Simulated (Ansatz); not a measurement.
# B on Pd(100): change of the work function, part 2 of 5

How does B on the top site change the work function of Pd(100) as the layer fills?

Ansatz 0.2.0; plane-wave DFT, PBE, Ansatz PAW (the session's first sound run).

So far, work function, upper face (eV): step 2 (the clean slab) 5.10.

### 3. Adsorbate added, k-mesh 4×4×1, coverage 0.111 ML

System of this step: BPd36 (B/Pd(100)). The cell holds 37 atoms: 36 Pd and 1 B. Its edges and angles: a = 8.252 Å, b = 8.252 Å, c = 26.162 Å, α = 90.0°, β = 90.0°, γ = 90.0°. Vacuum lies along c.

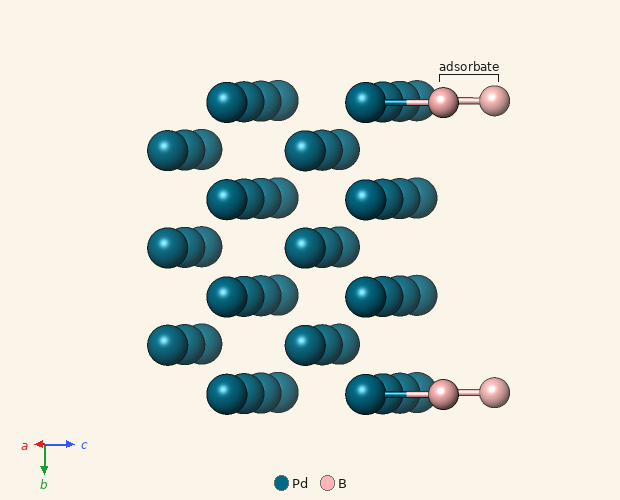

The cell of this step (palladium blue, boron pink). Some periodic images of atoms are drawn too.

The clean slab as it ended is repeated in the plane and the adsorbate is set on one face; the cell's size fixes the coverage, and the k-mesh shrinks with it to keep the sampling density about even. Adsorbate and upper layers relax, since the dipole depends on the height.

File input.yaml:

```yaml
crystal:
  lattice:
    - [8.2519361364, 0.0, 0.0]
    - [0.0, 8.2519361364, 0.0]
    - [0.0, 0.0, 26.1622539434]
  atoms:
    - { symbol: Pd, position: [0.1666666667, 0.1666666667, 0.3440070576] }
    - { symbol: Pd, position: [0.0, 0.0, 0.4183508051] }
    - { symbol: Pd, position: [0.1666666667, 0.1666666667, 0.4949863885] }
    - { symbol: Pd, position: [0.0, 0.0, 0.5707556381] }
    - { symbol: Pd, position: [0.1666666667, 0.5, 0.3440070576] }
    - { symbol: Pd, position: [0.0, 0.3333333333, 0.4183508051] }
    - { symbol: Pd, position: [0.1666666667, 0.5, 0.4949863885] }
    - { symbol: Pd, position: [0.0, 0.3333333333, 0.5707556381] }
    - { symbol: Pd, position: [0.1666666667, 0.8333333333, 0.3440070576] }
    - { symbol: Pd, position: [0.0, 0.6666666667, 0.4183508051] }
    - { symbol: Pd, position: [0.1666666667, 0.8333333333, 0.4949863885] }
    - { symbol: Pd, position: [0.0, 0.6666666667, 0.5707556381] }
    - { symbol: Pd, position: [0.5, 0.1666666667, 0.3440070576] }
    - { symbol: Pd, position: [0.3333333333, 0.0, 0.4183508051] }
    - { symbol: Pd, position: [0.5, 0.1666666667, 0.4949863885] }
    - { symbol: Pd, position: [0.3333333333, 0.0, 0.5707556381] }
    - { symbol: Pd, position: [0.5, 0.5, 0.3440070576] }
    - { symbol: Pd, position: [0.3333333333, 0.3333333333, 0.4183508051] }
    - { symbol: Pd, position: [0.5, 0.5, 0.4949863885] }
    - { symbol: Pd, position: [0.3333333333, 0.3333333333, 0.5707556381] }
    - { symbol: Pd, position: [0.5, 0.8333333333, 0.3440070576] }
    - { symbol: Pd, position: [0.3333333333, 0.6666666667, 0.4183508051] }
    - { symbol: Pd, position: [0.5, 0.8333333333, 0.4949863885] }
    - { symbol: Pd, position: [0.3333333333, 0.6666666667, 0.5707556381] }
    - { symbol: Pd, position: [0.8333333333, 0.1666666667, 0.3440070576] }
    - { symbol: Pd, position: [0.6666666667, 0.0, 0.4183508051] }
    - { symbol: Pd, position: [0.8333333333, 0.1666666667, 0.4949863885] }
    - { symbol: Pd, position: [0.6666666667, 0.0, 0.5707556381] }
    - { symbol: Pd, position: [0.8333333333, 0.5, 0.3440070576] }
    - { symbol: Pd, position: [0.6666666667, 0.3333333333, 0.4183508051] }
    - { symbol: Pd, position: [0.8333333333, 0.5, 0.4949863885] }
    - { symbol: Pd, position: [0.6666666667, 0.3333333333, 0.5707556381] }
    - { symbol: Pd, position: [0.8333333333, 0.8333333333, 0.3440070576] }
    - { symbol: Pd, position: [0.6666666667, 0.6666666667, 0.4183508051] }
    - { symbol: Pd, position: [0.8333333333, 0.8333333333, 0.4949863885] }
    - { symbol: Pd, position: [0.6666666667, 0.6666666667, 0.5707556381] }
    - { symbol: B, position: [0.0, 0.0, 0.6559929424] }
kpoints:
  mp_grid: { grid: [4, 4, 1] }
hamiltonian:
  xc: pbe
scf:
  occupations: { method: fermi_dirac, width: 0.1 }
  convergence: { dr2_threshold: 1.0e-08 }
efield:
  axis: 3
  dipole_correction: true
  ramp_position: 0.97
  ramp_width: 0.06
relax:
  f_tol: 0.02
  max_steps: 60
  constraints:
    - { sites: [0, 1, 4, 5, 8, 9, 12, 13, 16, 17, 20, 21, 24, 25, 28, 29, 32, 33] }
output:
  bader: true
  write_potential: true
  write_density: true
  volumetric_format: npy
```

Run with:

```console
> ansatz run input.yaml --threads 4 --pin off --max-ram 12288MiB --backend cpu --events-out ev --progress --plain --runs-dir out
```

Numbers of over 12 decimals in the logs are rounded to 6 here.

What it wrote:

```text
[...]
Crystal: 37 atoms, lattice volume = 1781.504 Å³
Basis set: ecut = 420 eV, 34935 PW (Γ), exchange–correlation on 120×120×360 points (8 copies of the dense FFT grid, shifted against one another)
Bands: 391, of which v1, the nominal top of the filled ones, is band 326 counted from 1 (325 counted from 0)
Symmetry: 8 space group operations
[...]
k-points: 6 of 16
[...]
SCF iter   1: F=—  HF=-251163.864592 eV  |F-HF|=—  |Δ(HF+E_count)|=         —  Δρ=7.55e-3  dr2=5.19e0  ethr=1.77e-3  p=-0.085 e·Å  D=-8.64e-3 V/Å  ΔV_dip=0.23 eV  dr2_dipole=1.26e-1  V_vac-E_F(+/−)=5.07/4.85 eV  ⟨swp⟩=7.2  Hψ=10010  notcnv=0  defer=117
[...]
SCF iter  14: F=-251163.653760 eV  HF=-251163.653760 eV  |F-HF|=9.17e-9  |Δ(HF+E_count)|=   2.24e-8  Δρ=2.67e-7  dr2=2.44e-9  ethr=1.54e-12  p=0.000 e·Å  D=3.50e-5 V/Å  ΔV_dip=-0.00 eV  dr2_dipole=3.72e-11  V_vac-E_F(+/−)=5.09/5.10 eV  ⟨swp⟩=8.3  Hψ=13778  notcnv=0
SCF 1 converged in 14 iterations: F = -251163.653760 eV  dr2 = 2.44e-9
[...]
relax step   1: F+E_penalty+E_count = -251163.65376025 eV  Δ(F+E_penalty+E_count) = +0.000e0 eV  max|allowed force component| = 3.075e0 eV/Å  Δτ_max = 0.0000 Å  (14 SCF iters, accepted)
[...]
SCF iter  12: F=-251164.436877 eV  HF=-251164.436877 eV  |F-HF|=2.35e-8  |Δ(HF+E_count)|=   3.45e-8  Δρ=4.87e-7  dr2=9.07e-9  ethr=1.54e-12  p=-0.027 e·Å  D=-2.74e-3 V/Å  ΔV_dip=0.07 eV  dr2_dipole=6.29e-11  V_vac-E_F(+/−)=5.17/5.09 eV  ⟨swp⟩=8.0  Hψ=13973  notcnv=0
SCF 2 converged in 12 iterations: F = -251164.436877 eV  dr2 = 9.07e-9
[...]
relax step   2: F+E_penalty+E_count = -251164.43687738 eV  Δ(F+E_penalty+E_count) = -7.831e-1 eV  max|allowed force component| = 2.091e0 eV/Å  Δτ_max = 0.1938 Å  (12 SCF iters, accepted)
SCF iter   1: F=—  HF=-251164.560369 eV  |F-HF|=—  |Δ(HF+E_count)|=         —  Δρ=3.44e-3  dr2=1.35e-1  ethr=8.48e-4  p=-0.027 e·Å  D=-2.74e-3 V/Å  ΔV_dip=0.07 eV  dr2_dipole=2.73e-4  V_vac-E_F(+/−)=5.17/5.09 eV  ⟨swp⟩=5.2  Hψ=6621  notcnv=0  defer=182
[...]
SCF iter  12: F=-251164.528881 eV  HF=-251164.528881 eV  |F-HF|=9.34e-9  |Δ(HF+E_count)|=   1.40e-8  Δρ=3.06e-7  dr2=3.37e-9  ethr=1.54e-12  p=-0.031 e·Å  D=-3.11e-3 V/Å  ΔV_dip=0.08 eV  dr2_dipole=1.06e-10  V_vac-E_F(+/−)=5.18/5.09 eV  ⟨swp⟩=8.0  Hψ=13523  notcnv=0
SCF 3 converged in 12 iterations: F = -251164.528881 eV  dr2 = 3.37e-9
[...]
relax step   3: F+E_penalty+E_count = -251164.52888080 eV  Δ(F+E_penalty+E_count) = -9.200e-2 eV  max|allowed force component| = 1.567e0 eV/Å  Δτ_max = 0.1347 Å  (12 SCF iters, accepted)
[...]
relax step   4: F+E_penalty+E_count = -251164.55512205 eV  Δ(F+E_penalty+E_count) = -2.624e-2 eV  max|allowed force component| = 1.830e0 eV/Å  Δτ_max = 0.1221 Å  (12 SCF iters, accepted)
[...]
relax step   5: F+E_penalty+E_count = -251164.62043688 eV  Δ(F+E_penalty+E_count) = -6.531e-2 eV  max|allowed force component| = 2.842e-2 eV/Å  Δτ_max = 0.0388 Å  (11 SCF iters, accepted)
SCF iter   1: F=—  HF=-251164.620967 eV  |F-HF|=—  |Δ(HF+E_count)|=         —  Δρ=2.31e-4  dr2=9.85e-4  ethr=2.31e-6  p=-0.031 e·Å  D=-3.15e-3 V/Å  ΔV_dip=0.08 eV  dr2_dipole=1.17e-4  V_vac-E_F(+/−)=5.18/5.09 eV  ⟨swp⟩=3.7  Hψ=4931  notcnv=0  defer=200
[...]
SCF iter   9: F=-251164.620483 eV  HF=-251164.620483 eV  |F-HF|=2.02e-8  |Δ(HF+E_count)|=   2.77e-8  Δρ=2.65e-7  dr2=2.60e-9  ethr=1.54e-12  p=-0.031 e·Å  D=-3.14e-3 V/Å  ΔV_dip=0.08 eV  dr2_dipole=1.13e-10  V_vac-E_F(+/−)=5.18/5.09 eV  ⟨swp⟩=8.0  Hψ=13724  notcnv=0
SCF 6 converged in 9 iterations: F = -251164.620483 eV  dr2 = 2.60e-9
[...]
relax step   6: F+E_penalty+E_count = -251164.62048260 eV  Δ(F+E_penalty+E_count) = -4.572e-5 eV  max|allowed force component| = 3.829e-3 eV/Å  Δτ_max = 0.0062 Å  (9 SCF iters, accepted)
NSCF: frozen V_eff on 6 k-points
the search or the solves at the SCF's close seem to have found levels that the self-consistency loop had missed (the run counts 1). By its estimate they hold under 1e-12 electrons; where the run keeps them, the occupations were computed again with them
WARN: The output density's exchange-correlation potential varies sharply where the density is thin. Do not read a vacuum level from v_tot or v_xc, or from such a field of the output density. On a cell that repeats whose density bears no net charge and no dipole along the vacuum's axis use v_es (v_loc + v_h of the components); under efield.dipole_correction with no amplitude use v_es + v_field, which holds any externa [...]
SCF converged after 9 iterations
Free energy (F): -251164.620483 eV
[...]
Internal energy: -251162.333699 eV  (E = F + TS)
E sigma→0 (E₀):  -251163.477091 eV
Entropy (-TS):   -2.286783 eV (-61.805 meV/atom)
Fermi energy:    2.376754 eV
Dipole field:    D = -0.003146 V/Å  (p = -0.030969 e·Å, saw-weighted, corrected)
Work function:   Φ+ = 5.1761 eV   Φ− = 5.0938 eV
[...]
--- Forces (eV/Å), atoms counted from 1 ---
  atom   1  Pd     0.00804396     0.00804396    -0.17710548
  atom   2  Pd    -0.00000000     0.00000000     0.25040129
  atom   3  Pd    -0.00190324    -0.00190324    -0.00382909
  atom   4  Pd     0.00000000     0.00000000    -0.00206432
  atom   5  Pd     0.00943364     0.00000000    -0.18710801
  atom   6  Pd     0.00000000    -0.01773253     0.20769538
  atom   7  Pd     0.00009326     0.00000000     0.00188410
  atom   8  Pd     0.00000000    -0.00195161     0.00034422
  atom   9  Pd     0.00804396    -0.00804396    -0.17710548
  atom  10  Pd     0.00000000     0.01773253     0.20769538
  atom  11  Pd    -0.00190324     0.00190324    -0.00382909
  atom  12  Pd     0.00000000     0.00195161     0.00034422
  atom  13  Pd     0.00000000     0.00943364    -0.18710801
  atom  14  Pd    -0.01773253     0.00000000     0.20769538
  atom  15  Pd     0.00000000     0.00009326     0.00188410
  atom  16  Pd    -0.00195161     0.00000000     0.00034422
  atom  17  Pd    -0.00000000     0.00000000    -0.21722095
  atom  18  Pd     0.02037289     0.02037289     0.14846919
  atom  19  Pd     0.00000000     0.00000000     0.00172103
  atom  20  Pd     0.00055050     0.00055050     0.00172277
  atom  21  Pd     0.00000000    -0.00943364    -0.18710801
  atom  22  Pd     0.02037289    -0.02037289     0.14846919
  atom  23  Pd     0.00000000    -0.00009326     0.00188410
  atom  24  Pd     0.00055050    -0.00055050     0.00172277
  atom  25  Pd    -0.00804396     0.00804396    -0.17710548
  atom  26  Pd     0.01773253     0.00000000     0.20769538
  atom  27  Pd     0.00190324    -0.00190324    -0.00382909
  atom  28  Pd     0.00195161     0.00000000     0.00034422
  atom  29  Pd    -0.00943364     0.00000000    -0.18710801
  atom  30  Pd    -0.02037289     0.02037289     0.14846919
  atom  31  Pd    -0.00009326     0.00000000     0.00188410
  atom  32  Pd    -0.00055050     0.00055050     0.00172277
  atom  33  Pd    -0.00804396    -0.00804396    -0.17710548
  atom  34  Pd    -0.02037289    -0.02037289     0.14846919
  atom  35  Pd     0.00190324     0.00190324    -0.00382909
  atom  36  Pd    -0.00055050    -0.00055050     0.00172277
  atom  37  B     -0.00000000     0.00000000    -0.00113911
  max |Σ_I F_I| component: 9.71e-6 eV/Å
--- Band table (eV; the first three rows and the last of 6) ---
  k-point 0: bands = [... 322 lower, 2.2333, 2.2482, 2.2572, 2.2969, 2.2969, 2.3440, 2.3457, 2.3467, ... 61 higher]
  k-point 1: bands = [... 322 lower, 2.2782, 2.2801, 2.2972, 2.3013, 2.3252, 2.3383, 2.4019, 2.4049, ... 61 higher]
  k-point 2: bands = [... 322 lower, 2.2804, 2.3152, 2.3274, 2.3483, 2.3576, 2.4169, 2.4705, 2.4877, ... 61 higher]
  k-point 5: bands = [... 322 lower, 2.3353, 2.3367, 2.3367, 2.3892, 2.3892, 2.4100, 2.4128, 2.7182, ... 61 higher]
--- Relaxed structure (6 steps of the walk, 6 accepted, 0 SCFs on fresh bases) ---
  F+E_penalty+E_count = -251164.62048260 eV   max|allowed force component| = 3.829e-3 eV/Å
  atoms:
    - { symbol: Pd, position: [0.1666666667, 0.1666666667, 0.344007] }
    - { symbol: Pd, position: [0.0, 0.0, 0.418351] }
    - { symbol: Pd, position: [0.166858, 0.166858, 0.495184] }
    - { symbol: Pd, position: [0, 0.0, 0.571773] }
    - { symbol: Pd, position: [0.1666666667, 0.500000, 0.344007] }
    - { symbol: Pd, position: [0.0, 0.3333333333, 0.418351] }
    - { symbol: Pd, position: [0.166259, 0.500000, 0.495124] }
    - { symbol: Pd, position: [0, 0.335037, 0.571648] }
    - { symbol: Pd, position: [0.1666666667, 0.833333, 0.344007] }
    - { symbol: Pd, position: [0.0, 0.666667, 0.418351] }
    - { symbol: Pd, position: [0.166858, 0.833142, 0.495184] }
    - { symbol: Pd, position: [0, 0.664963, 0.571648] }
    - { symbol: Pd, position: [0.500000, 0.1666666667, 0.344007] }
    - { symbol: Pd, position: [0.3333333333, 0.0, 0.418351] }
    - { symbol: Pd, position: [0.500000, 0.166259, 0.495124] }
    - { symbol: Pd, position: [0.335037, 0.0, 0.571648] }
    - { symbol: Pd, position: [0.500000, 0.500000, 0.344007] }
    - { symbol: Pd, position: [0.3333333333, 0.3333333333, 0.418351] }
    - { symbol: Pd, position: [0.500000, 0.500000, 0.494733] }
    - { symbol: Pd, position: [0.333996, 0.333996, 0.570827] }
    - { symbol: Pd, position: [0.500000, 0.833333, 0.344007] }
    - { symbol: Pd, position: [0.3333333333, 0.666667, 0.418351] }
    - { symbol: Pd, position: [0.500000, 0.833741, 0.495124] }
    - { symbol: Pd, position: [0.333996, 0.666004, 0.570827] }
    - { symbol: Pd, position: [0.833333, 0.1666666667, 0.344007] }
    - { symbol: Pd, position: [0.666667, 0.0, 0.418351] }
    - { symbol: Pd, position: [0.833142, 0.166858, 0.495184] }
    - { symbol: Pd, position: [0.664963, 0, 0.571648] }
    - { symbol: Pd, position: [0.833333, 0.500000, 0.344007] }
    - { symbol: Pd, position: [0.666667, 0.3333333333, 0.418351] }
    - { symbol: Pd, position: [0.833741, 0.500000, 0.495124] }
    - { symbol: Pd, position: [0.666004, 0.333996, 0.570827] }
    - { symbol: Pd, position: [0.833333, 0.833333, 0.344007] }
    - { symbol: Pd, position: [0.666667, 0.666667, 0.418351] }
    - { symbol: Pd, position: [0.833142, 0.833142, 0.495184] }
    - { symbol: Pd, position: [0.666004, 0.666004, 0.570827] }
    - { symbol: B, position: [0, 0.0, 0.640491] }
--- Bader charges: 37 sites ---
  site symbol  charge [e]  shift [e]
     0     Pd     -0.0272     0.0000
     1     Pd      0.0273     0.0000
     2     Pd     -0.0003     0.0000
     3     Pd     -0.5725     0.0009
     4     Pd     -0.0289     0.0000
     5     Pd      0.0292     0.0000
     6     Pd      0.0268     0.0000
     7     Pd     -0.0224     0.0000
     8     Pd     -0.0272     0.0000
     9     Pd      0.0292     0.0000
    10     Pd     -0.0003     0.0000
    11     Pd     -0.0224     0.0000
    12     Pd     -0.0289     0.0000
    13     Pd      0.0292     0.0000
    14     Pd      0.0268     0.0000
    15     Pd     -0.0224     0.0000
    16     Pd     -0.0228     0.0000
    17     Pd      0.0272     0.0000
    18     Pd      0.0281     0.0000
    19     Pd     -0.0245     0.0000
    20     Pd     -0.0288     0.0000
    21     Pd      0.0272     0.0000
    22     Pd      0.0268     0.0000
    23     Pd     -0.0245     0.0000
    24     Pd     -0.0272     0.0000
    25     Pd      0.0292     0.0000
    26     Pd     -0.0003     0.0000
    27     Pd     -0.0224     0.0000
    28     Pd     -0.0288     0.0000
    29     Pd      0.0272     0.0000
    30     Pd      0.0268     0.0000
    31     Pd     -0.0245     0.0000
    32     Pd     -0.0272     0.0000
    33     Pd      0.0272     0.0000
    34     Pd     -0.0003     0.0000
    35     Pd     -0.0245     0.0000
    36      B      0.6205     0.0009
  estimated error of the sums over rays = 4.6e-4 e
```

Wall time 17 min (4 threads of Arm Neoverse V2, shared host); peak memory 9.8 GiB; 69 min of CPU time.

Step by step:

```
step  energy less that of the first step (eV)  largest force component (eV/Å)
   1                                   0.0000                          3.0749
   2                                  -0.7831                          2.0913
   3                                  -0.8751                          1.5668
   4                                  -0.9014                          1.8300
   5                                  -0.9667                          0.0284
   6                                  -0.9667                          0.0038
```

The run keeps the 8 symmetry operations that it works with, so distortions that break them were not tested.

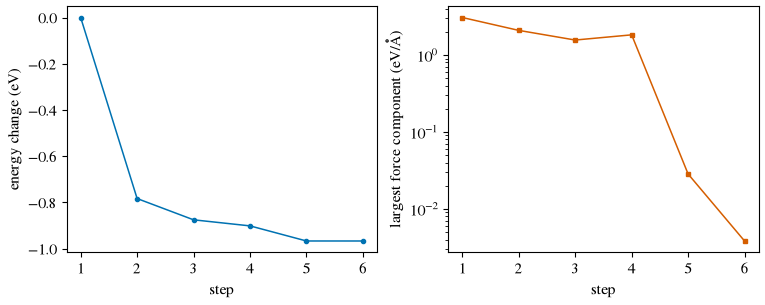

Energy and largest force along the relaxation.

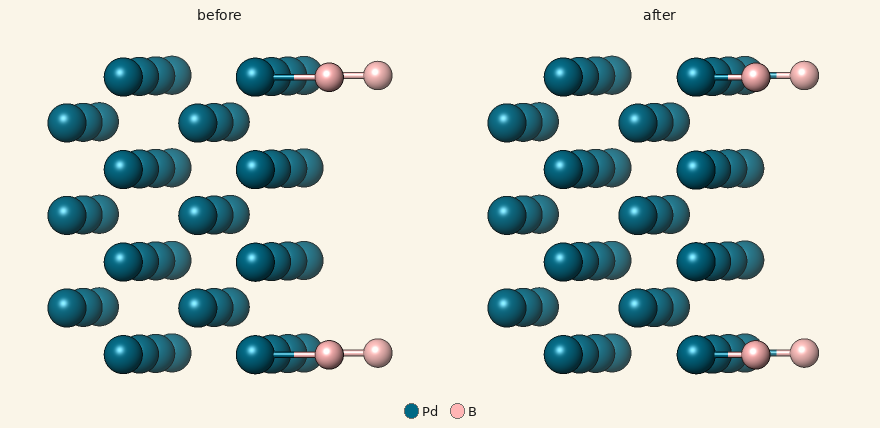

The structure before and after the relaxation, drawn at the same scale.

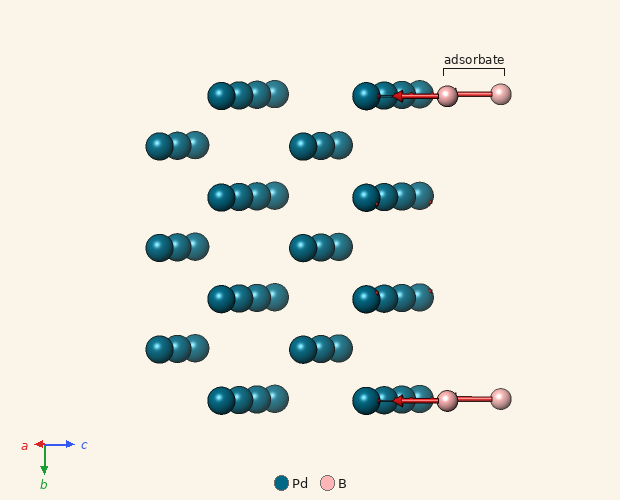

Displacements in the relaxation, exaggerated; the longest in the cell stands for 0.41 Å. Some periodic images of atoms are drawn too.

The atoms that moved most (Å):

```
atom      dx      dy      dz  length
 B37   0.000   0.000  -0.406   0.406
Pd16   0.014   0.000   0.023   0.027
 Pd8   0.000   0.014   0.023   0.027
Pd12   0.000  -0.014   0.023   0.027
Pd28  -0.014   0.000   0.023   0.027
 Pd4   0.000   0.000   0.027   0.027
Pd20   0.005   0.005   0.002   0.008
Pd24   0.005  -0.005   0.002   0.008
```

The relaxed structure:

```cif
data_structure
_symmetry_space_group_name_H-M 'P 1'
_symmetry_Int_Tables_number 1
_cell_length_a 8.2519
_cell_length_b 8.2519
_cell_length_c 26.1623
_cell_angle_alpha 90.000
_cell_angle_beta 90.000
_cell_angle_gamma 90.000
_cell_volume 1781.50
loop_
_atom_site_label
_atom_site_type_symbol
_atom_site_fract_x
_atom_site_fract_y
_atom_site_fract_z
_atom_site_occupancy
Pd1 Pd 0.16667 0.16667 0.34401 1
Pd2 Pd 0.00000 0.00000 0.41835 1
Pd3 Pd 0.16686 0.16686 0.49518 1
Pd4 Pd 0.00000 0.00000 0.57177 1
Pd5 Pd 0.16667 0.50000 0.34401 1
Pd6 Pd 0.00000 0.33333 0.41835 1
Pd7 Pd 0.16626 0.50000 0.49512 1
Pd8 Pd 0.00000 0.33504 0.57165 1
Pd9 Pd 0.16667 0.83333 0.34401 1
Pd10 Pd 0.00000 0.66667 0.41835 1
Pd11 Pd 0.16686 0.83314 0.49518 1
Pd12 Pd 0.00000 0.66496 0.57165 1
Pd13 Pd 0.50000 0.16667 0.34401 1
Pd14 Pd 0.33333 0.00000 0.41835 1
Pd15 Pd 0.50000 0.16626 0.49512 1
Pd16 Pd 0.33504 0.00000 0.57165 1
Pd17 Pd 0.50000 0.50000 0.34401 1
Pd18 Pd 0.33333 0.33333 0.41835 1
Pd19 Pd 0.50000 0.50000 0.49473 1
Pd20 Pd 0.33400 0.33400 0.57083 1
Pd21 Pd 0.50000 0.83333 0.34401 1
Pd22 Pd 0.33333 0.66667 0.41835 1
Pd23 Pd 0.50000 0.83374 0.49512 1
Pd24 Pd 0.33400 0.66600 0.57083 1
Pd25 Pd 0.83333 0.16667 0.34401 1
Pd26 Pd 0.66667 0.00000 0.41835 1
Pd27 Pd 0.83314 0.16686 0.49518 1
Pd28 Pd 0.66496 0.00000 0.57165 1
Pd29 Pd 0.83333 0.50000 0.34401 1
Pd30 Pd 0.66667 0.33333 0.41835 1
Pd31 Pd 0.83374 0.50000 0.49512 1
Pd32 Pd 0.66600 0.33400 0.57083 1
Pd33 Pd 0.83333 0.83333 0.34401 1
Pd34 Pd 0.66667 0.66667 0.41835 1
Pd35 Pd 0.83314 0.83314 0.49518 1
Pd36 Pd 0.66600 0.66600 0.57083 1
B37 B 0.00000 0.00000 0.64049 1
```

Numbers from this step:

```yaml
energy_at_zero_smearing: -251163.4771 eV
work_function_upper_face: 5.176 eV
work_function_lower_face: 5.094 eV
dipole_along_the_normal: -0.03097 e·Å
step_between_the_vacuum_levels: 0.08230 eV
```

Running mean over 1.945 Å of the planar mean; the ramp of the sawtooth is left out. The electron's electrostatic potential energy less the Fermi level by z:

```
z (Å)  electron's electrostatic potential energy less the Fermi level (eV)
    4                                                                 5.09
    5                                                                 5.09
    6                                                                 5.05
    7                                                                 4.53
    8                                                                -1.67
    9                                                                -8.08
   10                                                                -8.45
   11                                                                -8.47
   12                                                                -7.97
   13                                                                -8.41
   14                                                                -7.99
   15                                                                -7.98
   16                                                                -1.63
   17                                                                 3.89
   18                                                                 4.87
   19                                                                 5.15
   20                                                                 5.17
   21                                                                 5.18
   22                                                                 5.18
   23                                                                 5.18
```

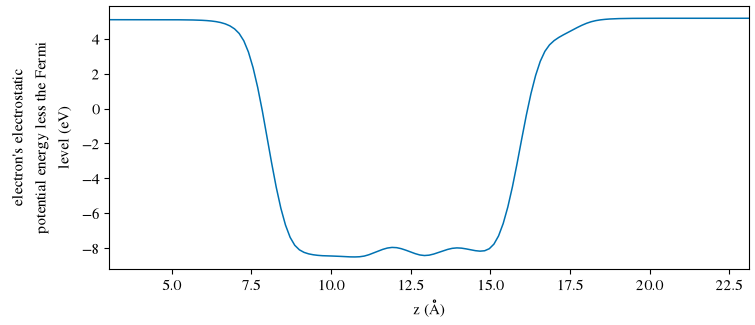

Electron's electrostatic potential energy less the Fermi level against z.

The relaxation took 6 steps and lowered the energy by 0.97 eV; the largest force on the free atoms ends at 0.0038 eV/Å.

The covered face has 5.18 eV, +0.07 eV against the clean one; the bare back face has moved by -0.01 eV, a measure of how thin the slab is.

[end of part 2 of 5]

[Logs are printed without paths, hosts, clocks, repeated set-up lines and the standing remarks that a program may print on its own settings, such as how far it seeks lower states.]

[Hosts, paths, dates, database ids (printed as entryN), source tags and the programs' standing remarks are cut or masked in the printed files.]

[Maps of the electrostatic potential energy from Ansatz leave out the sawtooth potential of an applied field or a dipole correction, so their vacuum need not be flat; planar profiles and work functions include it.]
